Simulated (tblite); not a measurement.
Run report: C$_{3}$H$_{10}$NOSi, geometry relaxation (part 2 of 2)

The same run, continued: C$_{3}$H$_{10}$NOSi, multiplicity 2; GFN2-xTB geometry optimisation, gas phase (tblite 0.8.0). It belongs to a series of runs on one base structure; here: H removed from O.

Geometry of the input (Å):
```
C  -2.5607  0.0952  0.3211
C  -1.3802  -0.8311  0.1749
Si 0.1419  0.2433  0.3337
O  0.1572  0.8433  1.9289
N  1.6336  -0.5661  -0.1416
C  2.7232  0.3596  0.1241
H  -3.3338  -0.3501  0.9665
H  -2.9954  0.3102  -0.6635
H  -2.2282  1.0732  0.7487
H  -1.3911  -1.5386  1.0386
H  -1.3930  -1.3810  -0.7800
H  -0.0643  1.3820  -0.5932
H  1.7861  -1.4401  0.3935
H  3.7110  -0.1449  0.1646
H  2.4955  0.7989  1.1368
H  2.6908  1.1551  -0.6295
```

### Trajectory as extended XYZ, continued
```
16
Properties=species:S:1:pos:R:3:forces:R:3 step=67 energy=-550.78189
C    -2.5888   -0.0698    0.4550   -0.0460  -0.0140   0.0280
C    -1.2356   -0.7139    0.4091   -0.0150   0.0380  -0.0300
Si    0.0685    0.7594    0.0967    0.0240   0.1250   0.1390
O     0.1518    1.7671    1.2350   -0.0930  -0.1020  -0.1290
N     1.5013   -0.1751   -0.2560    0.0970  -0.0230  -0.0260
C     2.7255    0.1217    0.4105    0.0440   0.0410   0.0660
H    -3.3872   -0.8047    0.6074    0.1560  -0.0310  -0.0110
H    -2.7840    0.4467   -0.4823   -0.0890   0.0270   0.0740
H    -2.6402    0.6454    1.2725    0.0190   0.0250  -0.0770
H    -0.9593   -1.1808    1.3486   -0.0190   0.0340  -0.0450
H    -1.1405   -1.4151   -0.4134   -0.0170  -0.0350   0.0490
H    -0.3288    1.0712   -1.2852   -0.0180   0.0340  -0.0240
H     1.4770   -1.0964   -0.6644   -0.0210   0.0380   0.0150
H     3.5738   -0.3386   -0.0991   -0.0220  -0.0300   0.0730
H     2.6989   -0.2128    1.4559    0.1020  -0.0410  -0.0830
H     2.8603    1.2048    0.4333   -0.1040  -0.0850  -0.0170
16
Properties=species:S:1:pos:R:3:forces:R:3 step=72 energy=-550.79974
C    -2.5852   -0.0652    0.4773    0.0090   0.0570  -0.0190
C    -1.2321   -0.7020    0.4050    0.0210   0.0350  -0.0150
Si    0.0714    0.7660    0.0404   -0.0390   0.0220  -0.0370
O     0.1002    1.7971    1.1563   -0.0150   0.0260   0.0260
N     1.5286   -0.1416   -0.2881   -0.0280  -0.0040   0.0750
C     2.7282    0.1066    0.4435   -0.0040  -0.0560  -0.0330
H    -3.3488   -0.8228    0.6684   -0.0040   0.0170   0.0000
H    -2.8202    0.4403   -0.4551   -0.0870  -0.0420  -0.0350
H    -2.6227    0.6731    1.2725    0.0220  -0.0250   0.0390
H    -0.9460   -1.1499    1.3477    0.0790   0.0210   0.0530
H    -1.1644   -1.4322   -0.3921    0.0240  -0.0200  -0.0550
H    -0.3482    1.0402   -1.3455    0.0310  -0.0030   0.0030
H     1.5039   -1.0405   -0.7420    0.0290  -0.0140   0.0030
H     3.5957   -0.3079   -0.0727    0.0060   0.0580  -0.0440
H     2.6966   -0.3365    1.4452   -0.0240   0.0060   0.0290
H     2.8355    1.1844    0.5628   -0.0200  -0.0780   0.0100
16
Properties=species:S:1:pos:R:3:forces:R:3 step=77 energy=-550.80919
C    -2.5781   -0.0498    0.4995    0.0130  -0.0760   0.0110
C    -1.2278   -0.6933    0.3965   -0.0130  -0.0400  -0.0230
Si    0.0644    0.7696   -0.0265    0.0740  -0.0170   0.0700
O     0.0483    1.8071    1.0842    0.0210   0.0680  -0.0160
N     1.5430   -0.1238   -0.3015   -0.0090  -0.0430   0.0260
C     2.7203    0.0832    0.4802   -0.0760   0.0210   0.0020
H    -3.3253   -0.8017    0.7598   -0.0420  -0.0370   0.0390
H    -2.8817    0.4093   -0.4383    0.0570  -0.0120  -0.0040
H    -2.5766    0.7122    1.2721    0.0100   0.0210   0.0000
H    -0.9071   -1.1192    1.3430    0.0070   0.0730  -0.0810
H    -1.1784   -1.4405   -0.3895    0.0020   0.0370   0.0190
H    -0.3504    0.9867   -1.4203    0.0350   0.0170  -0.0230
H     1.5575   -0.9834   -0.8276   -0.0240   0.0010   0.0120
H     3.6147   -0.2424   -0.0543   -0.0370  -0.0030  -0.0110
H     2.6777   -0.4483    1.4380    0.0030  -0.0690  -0.0210
H     2.7918    1.1431    0.7082   -0.0210   0.0580   0.0010
16
Properties=species:S:1:pos:R:3:forces:R:3 step=81 energy=-550.81800
C    -2.5709   -0.0673    0.5104   -0.0460   0.0270   0.0120
C    -1.2072   -0.6741    0.3949   -0.0040   0.0200   0.0160
Si    0.0648    0.8063   -0.0550   -0.0380   0.0010   0.0310
O     0.0443    1.8751    1.0254    0.0230   0.0090  -0.0370
N     1.5197   -0.1293   -0.2855    0.0390   0.0910  -0.0010
C     2.6974    0.0564    0.4987    0.0020   0.0120   0.0270
H    -3.3086   -0.8396    0.7509    0.0510   0.0380   0.0330
H    -2.8810    0.4090   -0.4177    0.0340  -0.0320   0.0110
H    -2.5784    0.6816    1.2990   -0.0350  -0.0350  -0.0500
H    -0.8572   -1.0513    1.3480    0.0220  -0.0500  -0.0120
H    -1.1477   -1.4408   -0.3695    0.0150   0.0290  -0.0030
H    -0.3507    0.9936   -1.4552    0.0500  -0.0040   0.0170
H     1.5435   -0.9517   -0.8646   -0.0250  -0.0710   0.0030
H     3.5914   -0.2294   -0.0622   -0.0480   0.0280   0.0210
H     2.6739   -0.5361    1.4236   -0.0050  -0.0030  -0.0620
H     2.7589    1.1065    0.7823   -0.0360  -0.0600  -0.0060
16
Properties=species:S:1:pos:R:3:forces:R:3 step=86 energy=-550.82571
C    -2.5615   -0.0633    0.5335    0.0710  -0.0090   0.0160
C    -1.1945   -0.6563    0.3864    0.0150  -0.0550   0.0200
Si    0.0583    0.8152   -0.1047    0.0680   0.0390  -0.0300
O     0.0104    1.9114    0.9452    0.0380   0.0590   0.0370
N     1.5263   -0.1086   -0.3073   -0.0430  -0.0080  -0.0220
C     2.6700    0.0338    0.5323   -0.0280   0.0130  -0.0570
H    -3.2687   -0.8328    0.8483   -0.0370  -0.0320  -0.0140
H    -2.9154    0.3712   -0.3982    0.0140  -0.0510  -0.0130
H    -2.5476    0.7135    1.2891   -0.0140   0.0760   0.0380
H    -0.8006   -1.0160    1.3293   -0.0520  -0.0530   0.0240
H    -1.1472   -1.4349   -0.3663   -0.0020   0.0220  -0.0260
H    -0.3186    0.9593   -1.5146   -0.0300   0.0170  -0.0740
H     1.5691   -0.9153   -0.9113   -0.0320   0.0060   0.0510
H     3.5826   -0.1574   -0.0354    0.0530  -0.0090   0.0260
H     2.6425   -0.6620    1.3809    0.0250   0.0280  -0.0180
H     2.6872    1.0513    0.9164   -0.0450  -0.0420   0.0450
16
Properties=species:S:1:pos:R:3:forces:R:3 step=91 energy=-550.83567
C    -2.5342   -0.0659    0.5628   -0.0430   0.0070  -0.0020
C    -1.1631   -0.6396    0.3889   -0.0100   0.0210  -0.0010
Si    0.0625    0.8538   -0.1626   -0.0200  -0.0110  -0.0170
O     0.0161    1.9856    0.8493    0.0210  -0.0040   0.0240
N     1.5153   -0.0991   -0.3261    0.0100   0.0150   0.0240
C     2.6279    0.0046    0.5573    0.0150  -0.0070   0.0420
H    -3.2150   -0.8385    0.9302   -0.0030  -0.0110  -0.0170
H    -2.9254    0.3133   -0.3781   -0.0010   0.0000   0.0020
H    -2.5283    0.7444    1.2862    0.0470   0.0130  -0.0200
H    -0.7569   -1.0040    1.3257    0.0240  -0.0080  -0.0350
H    -1.1299   -1.4101   -0.3740    0.0270   0.0100   0.0320
H    -0.2952    0.9574   -1.5824   -0.0660  -0.0020  -0.0090
H     1.5574   -0.8993   -0.9378   -0.0020  -0.0190   0.0240
H     3.5681   -0.0776    0.0008   -0.0410   0.0380   0.0720
H     2.6201   -0.7848    1.3225    0.0190   0.0220  -0.0600
H     2.5731    0.9687    1.0607    0.0250  -0.0650  -0.0590
16
Properties=species:S:1:pos:R:3:forces:R:3 step=96 energy=-550.83829
C    -2.5272   -0.0618    0.5661    0.0130  -0.0080  -0.0100
C    -1.1573   -0.6371    0.3853    0.0040  -0.0180  -0.0110
Si    0.0616    0.8553   -0.1787    0.0060  -0.0030  -0.0150
O     0.0335    1.9866    0.8345   -0.0060   0.0120   0.0210
N     1.5113   -0.1052   -0.3297    0.0070   0.0290  -0.0040
C     2.6135   -0.0001    0.5665   -0.0010   0.0120   0.0080
H    -3.2021   -0.8313    0.9508   -0.0030   0.0260   0.0050
H    -2.9302    0.3051   -0.3747    0.0090  -0.0030   0.0000
H    -2.5021    0.7608    1.2750   -0.0130  -0.0110  -0.0010
H    -0.7448   -1.0090    1.3162    0.0140   0.0420   0.0030
H    -1.1217   -1.4095   -0.3740   -0.0120  -0.0040  -0.0280
H    -0.3114    0.9623   -1.5959   -0.0310  -0.0190   0.0300
H     1.5546   -0.9097   -0.9347    0.0090  -0.0320   0.0090
H     3.5622   -0.0480    0.0240   -0.0050  -0.0150  -0.0020
H     2.6122   -0.8047    1.3133    0.0200   0.0130  -0.0190
H     2.5404    0.9552    1.0797   -0.0100  -0.0210   0.0150
16
Properties=species:S:1:pos:R:3:forces:R:3 step=101 energy=-550.83963
C    -2.5208   -0.0608    0.5679   -0.0110   0.0060   0.0020
C    -1.1522   -0.6347    0.3784    0.0040   0.0050   0.0020
Si    0.0623    0.8619   -0.1902    0.0110   0.0040   0.0390
O     0.0322    1.9923    0.8250    0.0000  -0.0220  -0.0270
N     1.5116   -0.1015   -0.3348    0.0100  -0.0110  -0.0070
C     2.6057   -0.0041    0.5725    0.0060  -0.0030   0.0010
H    -3.1911   -0.8243    0.9723    0.0030   0.0060  -0.0110
H    -2.9353    0.2934   -0.3727    0.0050   0.0000   0.0020
H    -2.4915    0.7695    1.2679    0.0010  -0.0030  -0.0110
H    -0.7289   -0.9940    1.3088    0.0040  -0.0060  -0.0050
H    -1.1196   -1.4068   -0.3820   -0.0030  -0.0020   0.0120
H    -0.3253    0.9536   -1.6021   -0.0150   0.0030  -0.0060
H     1.5558   -0.9151   -0.9290   -0.0140   0.0110   0.0050
H     3.5586   -0.0276    0.0361    0.0060   0.0080  -0.0200
H     2.6149   -0.8284    1.2965   -0.0080   0.0000   0.0020
H     2.5163    0.9357    1.1091    0.0010   0.0060   0.0210
16
Properties=species:S:1:pos:R:3:forces:R:3 step=105 energy=-550.83983
C    -2.5212   -0.0603    0.5669    0.0050   0.0020  -0.0020
C    -1.1527   -0.6354    0.3788   -0.0020  -0.0030   0.0060
Si    0.0636    0.8593   -0.1880   -0.0080   0.0020  -0.0060
O     0.0338    1.9914    0.8245    0.0020   0.0000   0.0040
N     1.5138   -0.1015   -0.3357   -0.0060   0.0040   0.0080
C     2.6078   -0.0032    0.5722    0.0050   0.0070   0.0040
H    -3.1932   -0.8229    0.9691    0.0000  -0.0010  -0.0020
H    -2.9334    0.2947   -0.3740    0.0020   0.0040  -0.0100
H    -2.4915    0.7698    1.2664   -0.0010   0.0050   0.0020
H    -0.7295   -0.9960    1.3088   -0.0010  -0.0030   0.0030
H    -1.1215   -1.4080   -0.3808    0.0020  -0.0050   0.0030
H    -0.3328    0.9542   -1.5984    0.0020  -0.0050   0.0040
H     1.5549   -0.9165   -0.9278   -0.0010   0.0020   0.0030
H     3.5602   -0.0275    0.0342   -0.0010   0.0070  -0.0020
H     2.6153   -0.8263    1.2976    0.0020  -0.0020  -0.0070
H     2.5187    0.9371    1.1097    0.0020  -0.0140  -0.0070
16
Properties=species:S:1:pos:R:3:forces:R:3 step=110 energy=-550.83998
C    -2.5214   -0.0615    0.5648   -0.0020   0.0000  -0.0020
C    -1.1511   -0.6340    0.3828    0.0000  -0.0030  -0.0040
Si    0.0618    0.8631   -0.1844    0.0060  -0.0030   0.0040
O     0.0347    1.9968    0.8262   -0.0030   0.0000   0.0030
N     1.5107   -0.0996   -0.3326    0.0040  -0.0050  -0.0020
C     2.6096   -0.0040    0.5696   -0.0020  -0.0050  -0.0020
H    -3.1947   -0.8286    0.9569   -0.0010   0.0090  -0.0030
H    -2.9267    0.2982   -0.3779    0.0020  -0.0020   0.0060
H    -2.4990    0.7650    1.2692    0.0010  -0.0030  -0.0040
H    -0.7285   -0.9943    1.3132   -0.0090   0.0030   0.0060
H    -1.1166   -1.4066   -0.3769    0.0020  -0.0060   0.0040
H    -0.3373    0.9525   -1.5941    0.0020   0.0020  -0.0010
H     1.5470   -0.9160   -0.9231    0.0000   0.0030   0.0000
H     3.5595   -0.0276    0.0270   -0.0020   0.0040  -0.0050
H     2.6197   -0.8286    1.2930    0.0050  -0.0070  -0.0050
H     2.5247    0.9343    1.1097   -0.0040   0.0120   0.0040
16
Properties=species:S:1:pos:R:3:forces:R:3 step=115 energy=-550.84021
C    -2.5230   -0.0596    0.5597   -0.0080  -0.0050   0.0000
C    -1.1541   -0.6380    0.3851   -0.0080   0.0010   0.0100
Si    0.0617    0.8595   -0.1755   -0.0080   0.0000   0.0000
O     0.0326    1.9936    0.8347    0.0010  -0.0080   0.0000
N     1.5118   -0.0994   -0.3285   -0.0110  -0.0080  -0.0100
C     2.6158   -0.0010    0.5667    0.0080   0.0100  -0.0030
H    -3.2028   -0.8216    0.9493   -0.0020  -0.0110   0.0070
H    -2.9234    0.2995   -0.3849    0.0050   0.0110  -0.0040
H    -2.5001    0.7669    1.2638    0.0010   0.0040  -0.0100
H    -0.7401   -0.9988    1.3192    0.0030   0.0050   0.0020
H    -1.1180   -1.4124   -0.3728    0.0030   0.0020   0.0030
H    -0.3406    0.9470   -1.5850    0.0060   0.0070  -0.0010
H     1.5460   -0.9158   -0.9191    0.0040   0.0000  -0.0010
H     3.5617   -0.0196    0.0168    0.0000   0.0040   0.0000
H     2.6336   -0.8291    1.2860    0.0090   0.0110   0.0060
H     2.5313    0.9376    1.1081   -0.0040  -0.0250   0.0010
16
Properties=species:S:1:pos:R:3:forces:R:3 step=120 energy=-550.84062
C    -2.5266   -0.0584    0.5536    0.0050   0.0090   0.0040
C    -1.1583   -0.6411    0.3900    0.0030   0.0010  -0.0060
Si    0.0592    0.8561   -0.1690    0.0120  -0.0120  -0.0030
O     0.0293    1.9910    0.8400    0.0000  -0.0050   0.0070
N     1.5086   -0.1038   -0.3214    0.0100  -0.0050   0.0060
C     2.6207   -0.0003    0.5635   -0.0030  -0.0130   0.0010
H    -3.2109   -0.8129    0.9504    0.0040   0.0000  -0.0120
H    -2.9213    0.2981   -0.3948    0.0010  -0.0150   0.0030
H    -2.4982    0.7746    1.2494   -0.0190   0.0110   0.0110
H    -0.7507   -0.9992    1.3279    0.0040   0.0090   0.0010
H    -1.1148   -1.4173   -0.3655   -0.0100  -0.0010   0.0020
H    -0.3389    0.9444   -1.5796    0.0000   0.0050  -0.0010
H     1.5458   -0.9163   -0.9166   -0.0010  -0.0110  -0.0120
H     3.5610    0.0080    0.0032   -0.0080   0.0130   0.0030
H     2.6635   -0.8391    1.2693   -0.0010  -0.0020  -0.0060
H     2.5237    0.9251    1.1232    0.0040   0.0150   0.0020
16
Properties=species:S:1:pos:R:3:forces:R:3 step=125 energy=-550.84112
C    -2.5311   -0.0539    0.5452   -0.0060  -0.0040  -0.0020
C    -1.1637   -0.6428    0.3975   -0.0030   0.0100   0.0110
Si    0.0605    0.8486   -0.1577   -0.0070   0.0040  -0.0060
O     0.0237    1.9817    0.8533    0.0180  -0.0060   0.0080
N     1.5073   -0.1133   -0.3115   -0.0080  -0.0050  -0.0010
C     2.6297   -0.0003    0.5586    0.0010   0.0240  -0.0010
H    -3.2206   -0.8040    0.9404   -0.0040  -0.0070   0.0030
H    -2.9157    0.2920   -0.4107   -0.0080   0.0060  -0.0070
H    -2.5100    0.7859    1.2339   -0.0050  -0.0070  -0.0060
H    -0.7651   -0.9927    1.3423    0.0060  -0.0010  -0.0030
H    -1.1178   -1.4256   -0.3512   -0.0030   0.0090   0.0080
H    -0.3366    0.9464   -1.5681    0.0030  -0.0050  -0.0020
H     1.5443   -0.9220   -0.9125    0.0070   0.0020   0.0040
H     3.5580    0.0513   -0.0182    0.0240  -0.0100  -0.0040
H     2.7083   -0.8534    1.2426    0.0020  -0.0090  -0.0030
H     2.5212    0.9110    1.1398   -0.0170  -0.0020   0.0000
16
Properties=species:S:1:pos:R:3:forces:R:3 step=129 energy=-550.84138
C    -2.5343   -0.0530    0.5424    0.0010  -0.0010  -0.0030
C    -1.1660   -0.6415    0.4006    0.0000  -0.0020  -0.0030
Si    0.0604    0.8469   -0.1549    0.0080  -0.0050   0.0040
O     0.0279    1.9769    0.8596    0.0130   0.0020   0.0030
N     1.5058   -0.1177   -0.3083    0.0090   0.0060   0.0000
C     2.6321    0.0015    0.5564    0.0030  -0.0140  -0.0060
H    -3.2246   -0.8015    0.9398   -0.0010  -0.0010  -0.0020
H    -2.9158    0.2889   -0.4165   -0.0080  -0.0020   0.0030
H    -2.5148    0.7902    1.2266   -0.0080  -0.0020   0.0040
H    -0.7672   -0.9912    1.3454   -0.0080   0.0080   0.0050
H    -1.1191   -1.4258   -0.3463    0.0000   0.0030  -0.0010
H    -0.3339    0.9469   -1.5659   -0.0020  -0.0040  -0.0010
H     1.5446   -0.9256   -0.9100    0.0050  -0.0010  -0.0020
H     3.5586    0.0666   -0.0235   -0.0040   0.0090  -0.0010
H     2.7248   -0.8577    1.2312   -0.0060  -0.0040   0.0020
H     2.5140    0.9053    1.1467   -0.0030   0.0090  -0.0010
16
Properties=species:S:1:pos:R:3:forces:R:3 step=134 energy=-550.84169
C    -2.5439   -0.0522    0.5327   -0.0090   0.0030   0.0040
C    -1.1746   -0.6424    0.4083   -0.0030   0.0070   0.0000
Si    0.0638    0.8385   -0.1372   -0.0050   0.0030   0.0020
O     0.0411    1.9633    0.8838    0.0080  -0.0050  -0.0080
N     1.5084   -0.1249   -0.3024   -0.0010   0.0020  -0.0100
C     2.6448    0.0067    0.5466   -0.0060   0.0120   0.0090
H    -3.2409   -0.8017    0.9158   -0.0010  -0.0060   0.0040
H    -2.9120    0.2935   -0.4299   -0.0060   0.0020  -0.0070
H    -2.5360    0.7880    1.2206    0.0040   0.0020   0.0040
H    -0.7872   -0.9883    1.3592   -0.0070   0.0000   0.0030
H    -1.1243   -1.4300   -0.3345    0.0160  -0.0040  -0.0050
H    -0.3338    0.9475   -1.5475    0.0020  -0.0020   0.0060
H     1.5465   -0.9326   -0.9043    0.0020  -0.0010   0.0000
H     3.5630    0.0809   -0.0449    0.0000  -0.0050  -0.0030
H     2.7529   -0.8496    1.2230    0.0030   0.0040  -0.0010
H     2.5245    0.9125    1.1343    0.0030  -0.0120   0.0030
16
Properties=species:S:1:pos:R:3:forces:R:3 step=139 energy=-550.84180
C    -2.5452   -0.0528    0.5326    0.0020  -0.0020  -0.0020
C    -1.1741   -0.6398    0.4090    0.0000  -0.0020   0.0000
Si    0.0643    0.8399   -0.1385    0.0030  -0.0020   0.0040
O     0.0470    1.9657    0.8814    0.0010   0.0020   0.0000
N     1.5080   -0.1253   -0.3039    0.0010   0.0010   0.0040
C     2.6432    0.0058    0.5469    0.0030  -0.0030   0.0000
H    -3.2399   -0.8048    0.9160    0.0020   0.0030  -0.0010
H    -2.9142    0.2925   -0.4300   -0.0030  -0.0020   0.0030
H    -2.5382    0.7869    1.2214   -0.0010  -0.0020  -0.0030
H    -0.7883   -0.9848    1.3608   -0.0020   0.0020   0.0010
H    -1.1183   -1.4275   -0.3337   -0.0020   0.0000   0.0020
H    -0.3347    0.9476   -1.5479   -0.0010   0.0010  -0.0030
H     1.5465   -0.9339   -0.9046   -0.0010   0.0010  -0.0010
H     3.5613    0.0842   -0.0448   -0.0030   0.0020   0.0050
H     2.7546   -0.8529    1.2199   -0.0040   0.0040  -0.0060
H     2.5204    0.9082    1.1389    0.0050  -0.0030  -0.0020
```

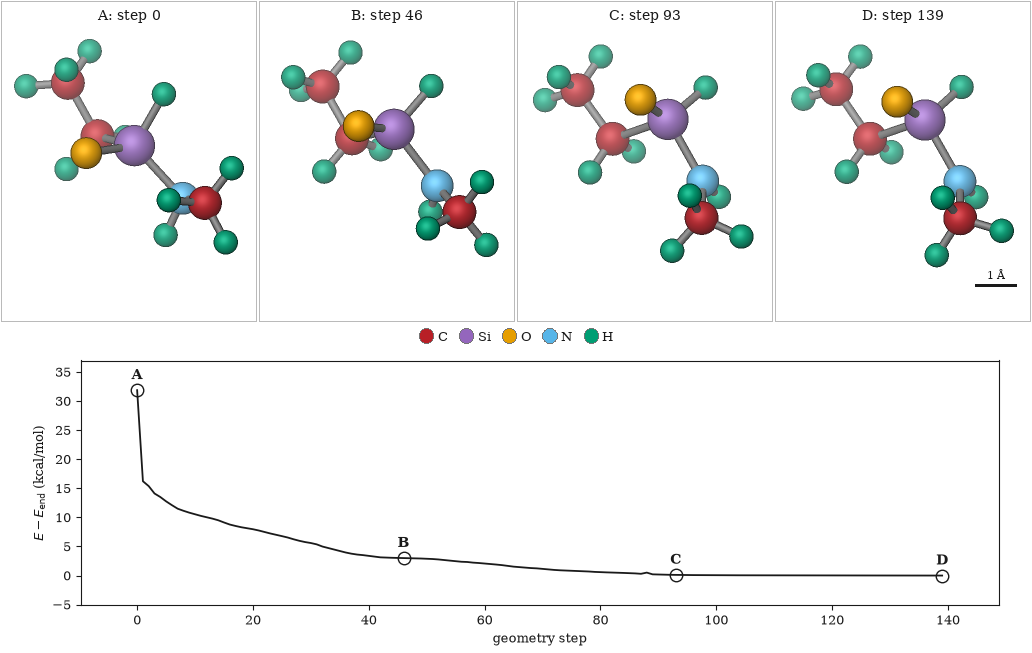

Figure 1. Frames of the relaxation (ball-and-stick view, seen at a tilt) above the curves, on which the letters mark them (steps are counted from 0).

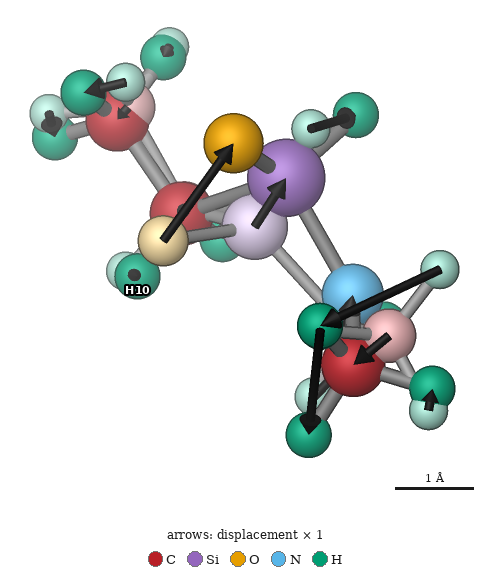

Figure 2. Start (faint) and end (solid) with the displacements as black arrows, at true length (ball-and-stick view, seen at a tilt). The two geometries are laid on each other by the best rigid fit. H16 moves most after the best rigid fit: 1.82 Å. Largest moves by element: H 1.82 Å, O 1.57 Å, Si 0.77 Å, C 0.60 Å, N 0.46 Å. Distances before and after: Si3–O4 1.704 → 1.519 Å, C2–Si3 1.870 → 2.006 Å, C2–H10 1.117 → 1.083 Å, C1–H9 1.118 → 1.086 Å. Among the angles that change: O4–Si3–H12 108.4° → 125.9°, Si3–N5–C6 107.0° → 123.5°, C2–Si3–N5 113.7° → 97.4°. After 139 geometry steps the energy has fallen by 31.9 kcal/mol. The largest force component goes from 4.7 to 0.006 eV/Å. (Atoms are counted from 1 in the order of the input.)
